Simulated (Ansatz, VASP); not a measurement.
# Te: VASP beside Ansatz

One calculation is typed for both programs; each brings its own data sets and cutoff. How far apart do they land?

Calculated with Ansatz 0.2.0; plane waves, with VASP 6.6.1 beside it; band structure at HSE06.

## (1) Set-up

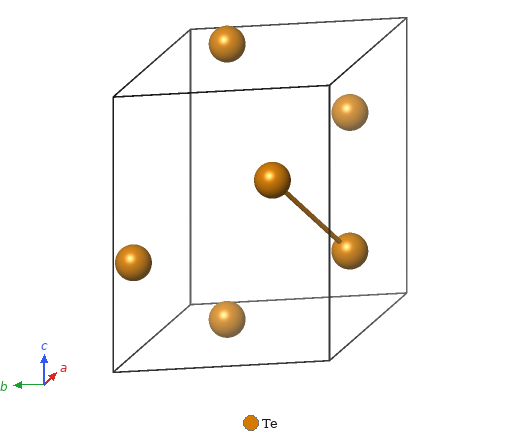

The starting structure, seen from a free direction (tellurium orange). Bonds to atoms that aren't drawn are left out. Some periodic images of atoms are drawn too.

## (2) VASP: band structure, HSE06

Levels along a path test the potential and the projectors away from the mesh points.

Lines of VASP's logs that name or quote its potential files are left out, and so is its time.

The input, INCAR:

```
SYSTEM = Te
PREC = Accurate
ENCUT = 400
EDIFF = 1E-06
NELM = 100
ISMEAR = 0
SIGMA = 0.02
LREAL = .FALSE.
ALGO = Normal
LHFCALC = .TRUE.
AEXX = 0.25
GGA = PE
HFSCREEN = 0.2
LASPH = .TRUE.
NBANDS = 15
PRECFOCK = Fast
LORBIT = 11
LWAVE = .FALSE.
LCHARG = .FALSE.
KPAR = 4
```

The input, POSCAR:

```
Te
1.0
    4.4572000000      0.0000000000      0.0000000000
   -2.2286000000      3.8600484297      0.0000000000
    0.0000000000      0.0000000000      5.9290000000
Te
3
Direct
    0.2633000000      0.0000000000      0.3333333333
    0.0000000000      0.2633000000      0.6666666667
    0.7367000000      0.7367000000      0.0000000000
```

The input, KPOINTS:

```
Automatic mesh
0
Gamma
4 4 3
0 0 0
```

The input, KPOINTS_OPT:

```
Line mode
6
Line-mode
Reciprocal
  0.00000000   0.00000000   0.00000000 GAMMA
  0.50000000   0.00000000   0.00000000 M

  0.50000000   0.00000000   0.00000000 M
  0.33333333   0.33333333   0.00000000 K

  0.33333333   0.33333333   0.00000000 K
  0.00000000   0.00000000   0.00000000 GAMMA

  0.00000000   0.00000000   0.00000000 GAMMA
  0.00000000   0.00000000   0.50000000 A

  0.00000000   0.00000000   0.50000000 A
  0.50000000   0.00000000   0.50000000 L

  0.50000000   0.00000000   0.50000000 L
  0.33333333   0.33333333   0.50000000 H

  0.33333333   0.33333333   0.50000000 H
  0.00000000   0.00000000   0.50000000 A

  0.50000000   0.00000000   0.50000000 L
  0.50000000   0.00000000   0.00000000 M

  0.33333333   0.33333333   0.00000000 K
  0.33333333   0.33333333   0.50000000 H
```

PAW data sets: Te (PBE family, release 64).

The run is started by

```bash
> mpirun -np 4 vasp_std
```

Numbers of over 12 decimals in the logs are rounded to 6 here.

Output:

```text
[banner, memory and clock lines left out]
running    4 mpi-ranks, on    1 nodes
 distrk:  each k-point on    1 cores,    4 groups
 distr:  one band on    1 cores,    1 groups

 POSCAR found type information on POSCAR Te
 POSCAR found :  1 types and       3 ions
 LDA part: xc-table for (Slater+PW92), standard interpolation
 found WAVECAR, reading the header
 POSCAR, INCAR and KPOINTS ok, starting setup
 FFT: planning ... GRIDC
 FFT: planning ... GRID_SOFT
 FFT: planning ... GRID
 reading WAVECAR
 the WAVECAR file was read successfully
 initial charge from wavefunction
 entering main loop
       N       E                     dE             d eps       ncg     rms          rms(c)
DAV:   1    -0.118818772234E+02   -0.11882E+02   -0.26245E+00   270   0.106E+01    0.208E+01
DAV:   2    -0.118987388882E+02   -0.16862E-01   -0.53214E-02   356   0.171E+00    0.140E+01
DAV:   3    -0.118975616495E+02    0.11772E-02   -0.24941E-03   402   0.289E-01    0.897E+00
DAV:   4    -0.118970448618E+02    0.51679E-03   -0.47622E-04   347   0.120E-01    0.544E+00
DAV:   5    -0.118969035069E+02    0.14135E-03   -0.13633E-04   333   0.650E-02    0.328E+00
DAV:   6    -0.118968694247E+02    0.34082E-04   -0.34352E-05   340   0.337E-02    0.197E+00
DAV:   7    -0.118968631773E+02    0.62474E-05   -0.95754E-06   326   0.183E-02    0.118E+00
DAV:   8    -0.118968637169E+02   -0.53952E-06   -0.25340E-06   270   0.102E-02
   1 F= -.11896864E+02 E0= -.11896864E+02  d E =-.146741E-27
 Start KPOINTS_OPT (optional k-point list driver)
k-point batch [1-9\54]
       N       E                     dE             ncg
DAV:   1     0.637133627592E+03   -0.19741E+04      270
DAV:   2    -0.176137477839E+02   -0.65475E+03      354
DAV:   3    -0.953668201145E+02   -0.77753E+02      333
DAV:   4    -0.976300409327E+02   -0.22632E+01      419
DAV:   5    -0.976551501906E+02   -0.25109E-01      347
DAV:   6    -0.976554425270E+02   -0.29234E-03      405
DAV:   7    -0.976554463085E+02   -0.37815E-05      264
DAV:   8    -0.976554463854E+02   -0.76944E-07      254
[...]
k-point batch [46-54\54]
       N       E                     dE             ncg
DAV:   1     0.533894521013E+03   -0.37762E+04      270
DAV:   2    -0.706689059557E+02   -0.60456E+03      347
DAV:   3    -0.134350688311E+03   -0.63682E+02      326
DAV:   4    -0.136363316876E+03   -0.20126E+01      412
DAV:   5    -0.136387250116E+03   -0.23933E-01      340
DAV:   6    -0.136387512712E+03   -0.26260E-03      384
DAV:   7    -0.136387516165E+03   -0.34524E-05      262
DAV:   8    -0.136387516248E+03   -0.83456E-07      240
```

From OUTCAR (step 2):

```text
ion  position               nearest neighbor table
   1  0.263  0.000  0.333-   3 2.84   2 2.84   3 3.49   3 3.49   2 3.49   2 3.49
   2  0.000  0.263  0.667-   3 2.84   1 2.84   3 3.49   3 3.49   1 3.49   1 3.49
   3  0.737  0.737  0.000-   2 2.84   1 2.84   1 3.49   2 3.49   2 3.49   1 3.49

  LATTYP: Found a hexagonal cell.
 ALAT       =     4.4572000000
 C/A-ratio  =     1.3302073050

 Subroutine GETGRP returns: Found  6 space group operations
 (whereof  2 operations were pure point group operations)

The static configuration has the point symmetry C_2 .
 The point group associated with its full space group is D_3 .

 Found      9 irreducible k-points:

   k-points           NKPTS =      9   k-points in BZ     NKDIM =     48   number of bands    NBANDS=     15

   dimension x,y,z NGX =    30 NGY =   30 NGZ =   40
   dimension x,y,z NGXF=    60 NGYF=   60 NGZF=   80

   ENCUT  =  400.0 eV  29.40 Ry    5.42 a.u.   7.27  7.27  9.67*2*pi/ulx,y,z

   NELECT =      18.0000    total number of electrons

 k-points in reciprocal lattice and weights: Automatic mesh
   0.00000000  0.00000000  0.00000000       0.021
   0.25000000  0.00000000  0.00000000       0.125
   0.50000000  0.00000000  0.00000000       0.062
   0.25000000  0.25000000  0.00000000       0.125
   0.00000000  0.00000000  0.33333333       0.042
   0.25000000  0.00000000  0.33333333       0.125
   0.00000000  0.25000000  0.33333333       0.125
   0.50000000  0.00000000  0.33333333       0.125
   0.25000000  0.25000000  0.33333333       0.250

  exchange ACFDT corr.  =         0.00000000  see jH, gK, PRB 81, 115126

 average (electrostatic) potential at core
       1 -85.3018       2 -85.3018       3 -85.3018

 E-fermi :   5.3766

 k-point     1 :       0.0000    0.0000    0.0000
  band No.  band energies     occupation
    ...
      5       2.5456      2.00000
      6       2.5456      2.00000
      7       3.6667      2.00000
      8       3.6667      2.00000
      9       4.6497      2.00000
     10       7.1024      0.00000
     11       7.1024      0.00000
     12       7.8302      0.00000
     13      11.1428      0.00000
     14      11.1428      0.00000
    ...

 k-point     2 :       0.2500    0.0000    0.0000
  band No.  band energies     occupation
    ...
      5       1.2982      2.00000
      6       1.8213      2.00000
      7       3.8455      2.00000
      8       4.3893      2.00000
      9       4.5974      2.00000
     10       6.9683      0.00000
     11       7.2002      0.00000
     12       8.1016      0.00000
     13      10.0249      0.00000
     14      11.5318      0.00000
    ...

 k-point     3 :       0.5000    0.0000    0.0000
  band No.  band energies     occupation
    ...
      5       0.6992      2.00000
      6       1.6200      2.00000
      7       1.6976      2.00000
      8       4.3185      2.00000
      9       4.5705      2.00000
     10       6.9530      0.00000
     11       7.0942      0.00000
     12       9.1405      0.00000
     13      10.0849      0.00000
     14      13.6903      0.00000
    ...

  energy-cutoff  :      400.00
  volume of cell :      102.01
      direct lattice vectors                 reciprocal lattice vectors
     4.457200000  0.000000000  0.000000000     0.224356098  0.129532054  0.000000000
    -2.228600000  3.860048430  0.000000000     0.000000000  0.259064107  0.000000000
     0.000000000  0.000000000  5.929000000     0.000000000  0.000000000  0.168662506

 POSITION                                       TOTAL-FORCE (eV/Angst)
 -----------------------------------------------------------------------------------
      1.17358      0.00000      1.97633        -0.164377     -0.000000     -0.000000
     -0.58679      1.01635      3.95267         0.082188     -0.142355      0.000000
      1.64181      2.84370      0.00000         0.082188      0.142355      0.000000
 -----------------------------------------------------------------------------------
    total drift:                               -0.000001     -0.000001     -0.000000

  FREE ENERGIE OF THE ION-ELECTRON SYSTEM (eV)
  ---------------------------------------------------
  free  energy   TOTEN  =       -11.8968637169 eV

  energy  without entropy=      -11.8968637169  energy(sigma->0) =      -11.89686372

 total charge
# of ion       s       p       d       tot
------------------------------------------
    1        1.391   1.935   0.045   3.371
    2        1.391   1.935   0.045   3.371
    3        1.391   1.935   0.045   3.371
--------------------------------------------------
tot          4.174   5.806   0.134  10.114

[... 3 further parts left out ...]
```

(Part 1 of 2 ends here.)

[Lines on the potential files, build, host, timing and source positions are cut from VASP's logs without a mark.]

[Logs are printed without paths, hosts, clocks, repeated set-up lines and the standing remarks that a program may print on its own settings, such as how far it seeks lower states.]

[Hosts, paths, dates, database ids (printed as entryN), source tags and the programs' standing remarks are cut or masked in the printed files.]
